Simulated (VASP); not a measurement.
# TiAl2: structure and properties in VASP, part 2 of 6

Wanted: the relaxed cell of TiAl2 and its properties. The start is a cell from a database of measured crystal structures.

VASP 6.6.1; PBEsol; plane waves and PAW (Ti_sv, Al).

So far. Step 2 (Full relaxation (PBEsol)): It ends with a largest force of 0.003 eV/Å and a pressure of 0.01 GPa. The volume lies -3.3 % from that of the database's start, which holds the thermal and zero-point expansion of its experiment. The relaxed cell has a, b, c = 3.900, 12.050, 3.970 Å (conventional setting).

### Step 3. Second relaxation

The basis stayed that of the start cell while the cell moved. A rerun from the cell reached resets it; the error of the finite cutoff stays.

The input, INCAR:

```
SYSTEM = TiAl2
PREC = Accurate
ENCUT = 400
EDIFF = 1E-06
NELM = 100
ISMEAR = 1
SIGMA = 0.2
LREAL = .FALSE.
ALGO = Normal
GGA = PS
NBANDS = 24
LASPH = .TRUE.
LORBIT = 11
LWAVE = .FALSE.
LCHARG = .FALSE.
KPAR = 4
IBRION = 2
NSW = 60
ISIF = 3
EDIFFG = -0.01
```

The input, POSCAR:

```
TiAl2
1.0
    3.9003963231      0.0000000000      0.0000000000
    0.0000000000      0.0000000000      3.9698210848
    1.9501981615     -6.0251219383      0.0000000000
Ti Al
2 4
Direct
    0.3437692304      0.0000000000      0.3124615392
    0.6562307696      0.0000000000      0.6875384608
    0.0000000000      0.0000000000      0.0000000000
    0.1728241345      0.5000000000      0.6543517311
    0.8271758655      0.5000000000      0.3456482689
    0.5000000000      0.5000000000      0.0000000000
```

The input, KPOINTS:

```
Automatic mesh
0
Gamma
7 7 7
0 0 0
```

PAW data sets: Ti_sv and Al (PBE family, release 64).

Launch:

```
$ mpirun -np 4 vasp_std
```

Output:

```text
[banner, memory and clock lines left out]
running    4 mpi-ranks, on    1 nodes
 distrk:  each k-point on    1 cores,    4 groups
 distr:  one band on    1 cores,    1 groups

 POSCAR found type information on POSCAR TiAl
 POSCAR found :  2 types and       6 ions
 [... a notice as in an earlier step ...]

 LDA part: xc-table for (Slater+PW92), standard interpolation
 POSCAR, INCAR and KPOINTS ok, starting setup
 FFT: planning ... GRIDC
 FFT: planning ... GRID_SOFT
 FFT: planning ... GRID
 WAVECAR not read
 entering main loop
       N       E                     dE             d eps       ncg     rms          rms(c)
DAV:   1     0.292741340363E+03    0.29274E+03   -0.14655E+04  3096   0.126E+03
DAV:   2    -0.307623309792E+01   -0.29582E+03   -0.29062E+03  3112   0.395E+02
DAV:   3    -0.366250369603E+02   -0.33549E+02   -0.33098E+02  5592   0.111E+02
DAV:   4    -0.394250927888E+02   -0.28001E+01   -0.27886E+01  4032   0.296E+01
DAV:   5    -0.396026268541E+02   -0.17753E+00   -0.17751E+00  4792   0.640E+00    0.157E+01
DAV:   6    -0.365940651415E+02    0.30086E+01   -0.45631E+01  4256   0.462E+01    0.671E+00
DAV:   7    -0.357279884546E+02    0.86608E+00   -0.10587E+01  3864   0.221E+01    0.373E+00
DAV:   8    -0.356448295258E+02    0.83159E-01   -0.85013E-01  4024   0.707E+00    0.911E-01
DAV:   9    -0.356383146799E+02    0.65148E-02   -0.10109E-01  4424   0.262E+00    0.422E-01
DAV:  10    -0.356387949918E+02   -0.48031E-03   -0.33551E-03  3960   0.469E-01    0.187E-01
DAV:  11    -0.356388836963E+02   -0.88704E-04   -0.16145E-03  4528   0.275E-01    0.777E-02
DAV:  12    -0.356388678873E+02    0.15809E-04   -0.57741E-04  4176   0.170E-01    0.215E-02
DAV:  13    -0.356388587393E+02    0.91480E-05   -0.73183E-05  3928   0.715E-02    0.640E-03
DAV:  14    -0.356388585522E+02    0.18702E-06   -0.28791E-06  3320   0.131E-02
   1 F= -.35638859E+02 E0= -.35639545E+02  d E =-.356389E+02
 curvature:   0.00 expect dE= 0.000E+00 dE for cont linesearch  0.000E+00
 trial: gam= 0.00000 g(F)=  0.784E-06 g(S)=  0.973E-05 ort = 0.000E+00 (trialstep = 0.100E+01)
 search vector abs. value=  0.105E-04
 reached required accuracy - stopping structural energy minimisation
```

Run time: 16 s. Hardware: 4 MPI ranks of Intel Xeon Platinum 8559C (Emerald Rapids), shared host; peak memory 0.87 GiB.

OUTCAR, selected parts (step 3):

```text
  LATTYP: Found a base centered orthorhombic cell.
 ALAT       =     3.9003963231
 B/A-ratio  =     3.0894921640
 C/A-ratio  =     1.0177994121

The static configuration has the point symmetry D_2h.

 Found     64 irreducible k-points:

   ENCUT  =  400.0 eV  29.40 Ry    5.42 a.u.   6.36  6.47 10.33*2*pi/ulx,y,z

   NELECT =      36.0000    total number of electrons

 E-fermi :   8.6706

 k-point     1 :       0.0000    0.0000    0.0000
  band No.  band energies     occupation
    ...
     14       6.9198      2.00000
     15       7.0431      2.00000
     16       7.9539      2.00000
     17       8.1274      2.00084
     18       8.1630      2.00195
     19       9.0364     -0.02668
     20       9.2339     -0.00050
     21       9.5288     -0.00000
     22       9.6679     -0.00000
     23       9.7182     -0.00000
    ...

 k-point     2 :       0.1429    0.0000    0.0000
  band No.  band energies     occupation
    ...
     14       6.9082      2.00000
     15       6.9087      2.00000
     16       7.7596      2.00000
     17       8.1375      2.00107
     18       8.4976      2.00962
     19       8.8934     -0.06657
     20       9.3464     -0.00002
     21       9.6580     -0.00000
     22      10.0685     -0.00000
     23      10.1387     -0.00000
    ...

  Total       -0.0180562     -0.0166218     -0.0246485     -0.0000000      0.0000000      0.0000000
  in kB       -0.3100925     -0.2854586     -0.4233069     -0.0000000      0.0000000      0.0000000
  external PRESSURE =      -0.3396193 kB  Pullay stress =       0.0000000 kB

  energy-cutoff  :      400.00
  volume of cell :       93.29
      direct lattice vectors                 reciprocal lattice vectors
     3.900396323  0.000000000  0.000000000     0.256384202  0.082985872  0.000000000
     0.000000000  0.000000000  3.969821085     0.000000000  0.000000000  0.251900521
     1.950198161 -6.025121938  0.000000000     0.000000000 -0.165971745  0.000000000

 POSITION                                       TOTAL-FORCE (eV/Angst)
 -----------------------------------------------------------------------------------
      1.95020     -1.88262      0.00000        -0.000000     -0.000257     -0.000000
      3.90040     -4.14250      0.00000         0.000000      0.000257      0.000000
      0.00000      0.00000      0.00000         0.000000      0.000000     -0.000000
      1.95020     -3.94255      1.98491        -0.000000     -0.002839     -0.000000
      3.90040     -2.08257      1.98491         0.000000      0.002839     -0.000000
      1.95020      0.00000      1.98491         0.000000      0.000000     -0.000000
 -----------------------------------------------------------------------------------
    total drift:                               -0.000000      0.000000     -0.000000

  FREE ENERGIE OF THE ION-ELECTRON SYSTEM (eV)
  ---------------------------------------------------
  free  energy   TOTEN  =       -35.6388585522 eV

  energy  without entropy=      -35.6409173917  energy(sigma->0) =      -35.63954483

 total charge
# of ion       s       p       d       tot
------------------------------------------
    1        2.180   6.119   2.019  10.317
    2        2.180   6.119   2.019  10.317
    3        0.424   0.412   0.000   0.836
    4        0.411   0.414   0.000   0.826
    5        0.411   0.414   0.000   0.826
    6        0.419   0.416   0.000   0.835
--------------------------------------------------
tot          6.025  13.894   4.037  23.956

[... 4 parts as in an earlier step ...]

[... 7 further parts left out ...]
```

CONTCAR:

```
TiAl2
   1.00000000000000
     3.9003963230999998    0.0000000000000000    0.0000000000000000
     0.0000000000000000    0.0000000000000000    3.9698210848000000
     1.9501981614999999   -6.0251219382999999    0.0000000000000000
  Ti              Al
     2     4
Direct
     0.3437692303999995    0.0000000000000000    0.3124615392000010
     0.6562307696000005    0.0000000000000000    0.6875384607999990
     0.0000000000000000    0.0000000000000000    0.0000000000000000
     0.1728241344999972    0.5000000000000000    0.6543517311000002
     0.8271758655000028    0.5000000000000000    0.3456482688999998
     0.5000000000000000    0.5000000000000000    0.0000000000000000
```

Little changed from the start: no atom moved by 0.005 Å and no cell edge by 0.1 %.

This step gave:

| Quantity | Value |
| --- | --- |
| energy at zero smearing | -35.64 eV |
| Fermi energy | 8.671 eV |
| pressure | -0.03396 GPa |
| SCF cycles over all ionic steps | 14 |

It ends with a largest force of 0.003 eV/Å and a pressure of -0.03 GPa. The volume moved by under 0.01 %: the run met its threshold at the first step.

### Step 4. Single point with fields (PBEsol)

The relaxed cell gets a fresh self-consistent run, on a basis set for its own volume, to fix the density and to check the remaining stress.

Changes to INCAR since step 3:

```diff
@@ -14,7 +14,5 @@
 LWAVE = .FALSE.
-LCHARG = .FALSE.
-KPAR = 4
-IBRION = 2
-NSW = 60
-ISIF = 3
-EDIFFG = -0.01
+LCHARG = .TRUE.
+ISIF = 2
+LELF = .TRUE.
+LVHAR = .TRUE.
```

POSCAR is that of step 3.

KPOINTS is that of step 3.

Launch:

```
$ mpirun -np 4 vasp_std
```

Output:

```text
[banner, memory and clock lines left out]
running    4 mpi-ranks, on    1 nodes
 distrk:  each k-point on    4 cores,    1 groups
 distr:  one band on    1 cores,    4 groups

 POSCAR found type information on POSCAR TiAl
 POSCAR found :  2 types and       6 ions
 [... a notice as in an earlier step ...]

 LDA part: xc-table for (Slater+PW92), standard interpolation
 POSCAR, INCAR and KPOINTS ok, starting setup
 FFT: planning ... GRIDC
 FFT: planning ... GRID_SOFT
 FFT: planning ... GRID
 WAVECAR not read
 entering main loop
       N       E                     dE             d eps       ncg     rms          rms(c)
DAV:   1     0.292741340364E+03    0.29274E+03   -0.14655E+04  3096   0.126E+03
DAV:   2    -0.307623309626E+01   -0.29582E+03   -0.29062E+03  3112   0.395E+02
DAV:   3    -0.366250369607E+02   -0.33549E+02   -0.33098E+02  5592   0.111E+02
DAV:   4    -0.394250927891E+02   -0.28001E+01   -0.27886E+01  4032   0.296E+01
DAV:   5    -0.396026268546E+02   -0.17753E+00   -0.17751E+00  4792   0.640E+00    0.157E+01
DAV:   6    -0.365940651417E+02    0.30086E+01   -0.45631E+01  4256   0.462E+01    0.671E+00
DAV:   7    -0.357279884545E+02    0.86608E+00   -0.10587E+01  3864   0.221E+01    0.373E+00
DAV:   8    -0.356448295259E+02    0.83159E-01   -0.85013E-01  4024   0.707E+00    0.911E-01
[... 1 cycle as in an earlier step ...]
DAV:  10    -0.356387949931E+02   -0.48031E-03   -0.33551E-03  3960   0.469E-01    0.187E-01
DAV:  11    -0.356388836959E+02   -0.88703E-04   -0.16145E-03  4528   0.275E-01    0.777E-02
DAV:  12    -0.356388678869E+02    0.15809E-04   -0.57741E-04  4176   0.170E-01    0.215E-02
DAV:  13    -0.356388587401E+02    0.91468E-05   -0.73183E-05  3928   0.715E-02    0.640E-03
DAV:  14    -0.356388585520E+02    0.18816E-06   -0.28791E-06  3320   0.131E-02
   1 F= -.35638859E+02 E0= -.35639545E+02  d E =0.205884E-02
```

The job ended after 17 s (4 MPI ranks; peak memory 0.59 GiB; 66 s of CPU time).

Parts of OUTCAR (step 4):

```text
The static configuration has the point symmetry D_2h.

 Found     64 irreducible k-points:

   NELECT =      36.0000    total number of electrons

 E-fermi :   8.6706

  Total       -0.0180562     -0.0166218     -0.0246485     -0.0000000      0.0000000      0.0000000
  in kB       -0.3100923     -0.2854585     -0.4233066     -0.0000000      0.0000000      0.0000000
  external PRESSURE =      -0.3396191 kB  Pullay stress =       0.0000000 kB

 POSITION                                       TOTAL-FORCE (eV/Angst)
 -----------------------------------------------------------------------------------
      1.95020     -1.88262      0.00000        -0.000000     -0.000257     -0.000000
      3.90040     -4.14250      0.00000         0.000000      0.000257     -0.000000
      0.00000      0.00000      0.00000        -0.000000      0.000000      0.000000
      1.95020     -3.94255      1.98491        -0.000000     -0.002839     -0.000000
      3.90040     -2.08257      1.98491         0.000000      0.002839      0.000000
      1.95020      0.00000      1.98491         0.000000      0.000000      0.000000
 -----------------------------------------------------------------------------------
    total drift:                               -0.000000      0.000000     -0.000000

  FREE ENERGIE OF THE ION-ELECTRON SYSTEM (eV)
  ---------------------------------------------------
  free  energy   TOTEN  =       -35.6388585520 eV

  energy  without entropy=      -35.6409173914  energy(sigma->0) =      -35.63954483

[... 16 parts as in an earlier step ...]
```

This step gave:

```yaml
scf_cycles: 14
```

Valence electrons inside each PAW sphere by angular momentum. Sphere charges, by row:

| atom | s (e) | p (e) | d (e) | tot (e) |
| --- | --- | --- | --- | --- |
| Ti1 | 2.18 | 6.119 | 2.019 | 10.32 |
| Ti2 | 2.18 | 6.119 | 2.019 | 10.32 |
| Al3 | 0.424 | 0.412 | 0 | 0.836 |
| Al4 | 0.411 | 0.414 | 0 | 0.826 |
| Al5 | 0.411 | 0.414 | 0 | 0.826 |
| Al6 | 0.419 | 0.416 | 0 | 0.835 |

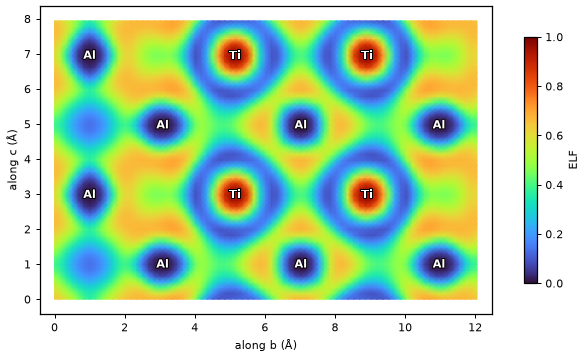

ELF in the bc plane of the conventional cell at fractional x = 0.000, with atoms of Ti and Al within 0.2 Å of it. It is the smooth field of the valence electrons, not physical close to the nuclei. The map starts off the cell's origin, so that atoms lie inside it.

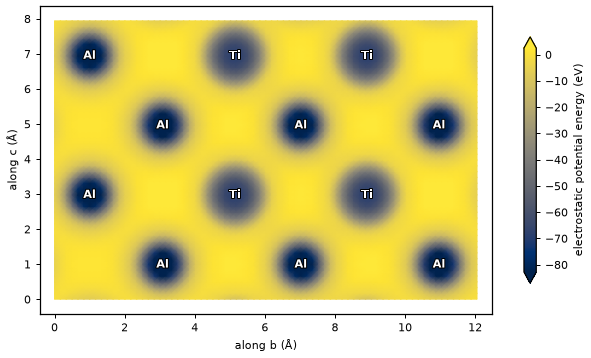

Electrostatic potential energy in the bc plane of the conventional cell at fractional x = 0.000, with atoms of Ti and Al within 0.2 Å of it. With pseudopotentials it is smooth inside the atoms' cores, unlike the true potential. The map starts off the cell's origin, so that atoms lie inside it.

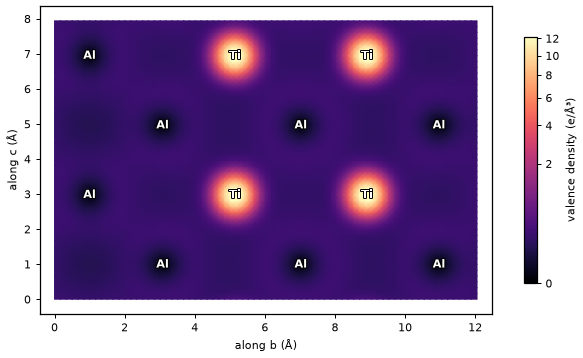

Valence density in the bc plane of the conventional cell at fractional x = 0.000, with atoms of Ti and Al within 0.2 Å of it. It is the smooth field of the valence electrons, not physical close to the nuclei. The map starts off the cell's origin, so that atoms lie inside it. The colour scale is stretched toward low values.

In this run the pressure is -0.03 GPa, small enough to go on.

(Continued in part 3 of 6.)

[Lines on the potential files, build, host, timing and source positions are cut from VASP's logs without a mark.]

[Logs are printed without paths, hosts, clocks, repeated set-up lines and the standing remarks that a program may print on its own settings, such as how far it seeks lower states.]

[Hosts, paths, dates, database ids (printed as entryN), source tags and the programs' standing remarks are cut or masked in the printed files.]

[A measured line is paired with the nearest computed mode of its activity, which favours agreement.]

[In band tables of VASP the shares of atoms and orbitals are scaled to a sum of 1 inside the atoms' spheres.]
